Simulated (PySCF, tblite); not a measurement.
# C4H8SSi2: geometry, infrared bands and NMR shifts

What infrared bands and NMR shifts should C4H8SSi2 (`[SiH3]C1=C([SiH3])C(=S)C1`) show?

Computed with tblite 0.8.0 and PySCF 2.14.0, with density-fitted response routines of our own, on a single molecule in the gas phase. Atoms are numbered from 0 throughout.

### 1 The starting structure

15 atoms, charge 0, multiplicity 1; geometry from: force field or distance geometry start.

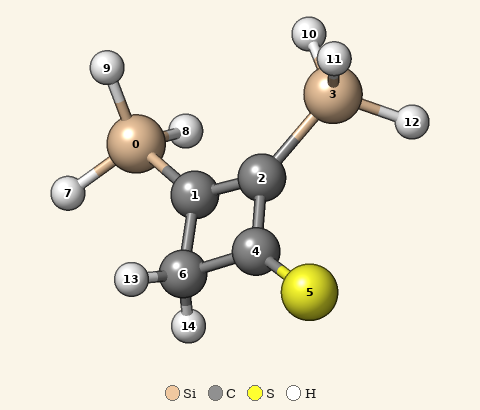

The starting geometry (silicon light orange, carbon grey, sulfur yellow, hydrogen white), atoms numbered.

### 2 Geometry optimisation with GFN2-xTB

What the job is given:

```
{"job": {"kind": "relax", "xc": "GFN2-xTB", "basis": "xTB"}, "charge": 0, "multiplicity": 1}
Si    -1.490600     1.603700    -0.631900
C     -0.681600     0.000900    -0.079400
C      0.614500    -0.407700     0.183100
Si     2.300100     0.404400     0.106300
C      0.154300    -1.745900     0.538800
S      0.917500    -3.095500     1.007500
C     -1.277000    -1.371700     0.272100
H     -2.959000     1.405400    -0.715000
H     -0.965200     1.989900    -1.960300
H     -1.209900     2.677700     0.355000
H      2.158700     1.808800    -0.320300
H      2.929900     0.378800     1.458200
H      3.164600    -0.304100    -0.850900
H     -1.913700    -1.419500     1.160000
H     -1.747000    -1.917200    -0.545100
```

Started as:

```sh
$ OMP_NUM_THREADS=1 python probes_run.py task.json out
```

The driver reads the jobs from task.json and runs them one after another.

**Question.** This job is followed by: GFN2-xTB harmonic vibrations, gas phase; GIAO PBE0/pcSseg-1 NMR shielding, non-relativistic, gas phase. Predict these results of the whole session: strongest single infrared mode (GFN2-xTB); zero-point energy (GFN2-xTB); 13C shifts against TMS (PBE0/pcSseg-1); 1H shifts against TMS (PBE0/pcSseg-1, means over atoms taken as alike); 29Si shifts against TMS (PBE0/pcSseg-1); 33S shifts against CS2 (PBE0/pcSseg-1); surface potential, least and greatest.

The runs gave:

| quantity | value |
| --- | --- |
| strongest single infrared mode (GFN2-xTB) | 791 cm⁻¹, 600 km/mol |
| zero-point energy (GFN2-xTB) | 57.7 kcal/mol |
| 13C shifts against TMS (PBE0/pcSseg-1) | 251.7, 202.4, 176.2, 58.2 ppm |
| 1H shifts against TMS (PBE0/pcSseg-1, means over atoms taken as alike) | 4.51, 4.08, 3.57 ppm |
| 29Si shifts against TMS (PBE0/pcSseg-1) | -88.2, -94.9 ppm |
| 33S shifts against CS2 (PBE0/pcSseg-1) | 917 ppm |
| surface potential, least and greatest | -1.07 V and 1.29 V |

The optimisation took 19 steps and gained 0.055 eV; among the close pairs (by a distance rule), Si3–H11 changed most, from 1.492 to 1.462 Å. The lowest mode is imaginary (35i cm⁻¹), so the xTB geometry is not a minimum. The strongest single mode, at 791 cm⁻¹, has its largest shares on H7, H8, H9 and H10 (the list is cut at 4 atoms). Unscaled tight-binding wavenumbers are off by several per cent, some by more. Its intensities can rank the bands wrongly. C4 (thiocarbonyl carbon) lies farthest downfield among carbon, at 251.7 ppm; low-lying n→π* states of the double bond to the heteroatom give a large paramagnetic term (-328 ppm). At PBE0/pcSseg-1: Shielding is most anisotropic at S5 (span 2443 ppm, paramagnetic term -1470 ppm). By nearest atom (PBE0/pcSseg-1), the HOMO sits on S5 81 % and the LUMO on S5 29 %; C1 29 %.
